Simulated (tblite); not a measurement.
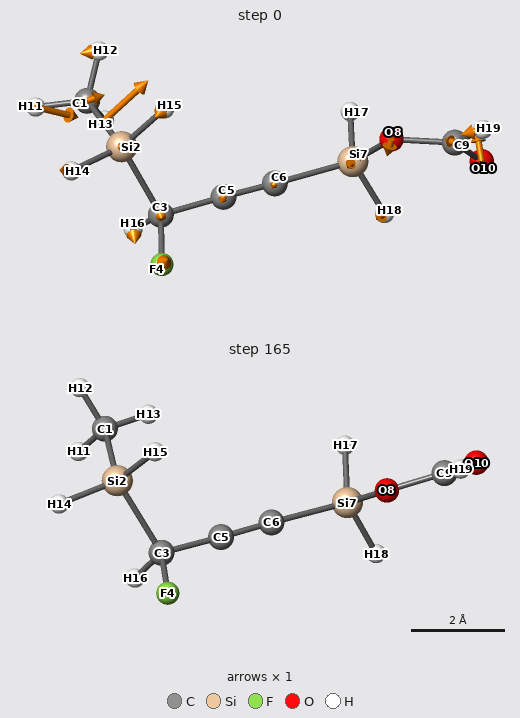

The structure of C5H9FO2Si2 before (top) and after (bottom) a relaxation, at one scale. The orange arrows give the displacements, at their true length.

Style: ball-and-stick. Shown at a tilt.

Level of theory: GFN2-xTB geometry optimisation, gas phase in tblite 0.8.0. 

Question: Summarise the run.

Answer: The atom that moves furthest after the best rigid fit is H13 (1.36 Å). Largest moves by element: H 1.36 Å, O 0.72 Å, F 0.45 Å, C 0.41 Å, Si 0.25 Å. Some distances before and after: Si2–C3 1.865 → 1.941 Å, Si7–O8 1.753 → 1.679 Å, O8–C9 1.375 → 1.305 Å, C9–O10 1.261 → 1.195 Å. Among the angles between lasting bonds that change: O8–C9–H19 124.0° → 110.9°, O8–C9–O10 117.6° → 125.8°, H17–Si7–H18 107.7° → 114.0°. Groups turn about C1–Si2 by about 50°, Si7–O8 by about 25°, Si2–C3 by about 25°. After 165 geometry steps the energy has fallen by 0.831 eV. Cost: 1.7 s on 1 thread of Arm Neoverse V1, on a shared host.
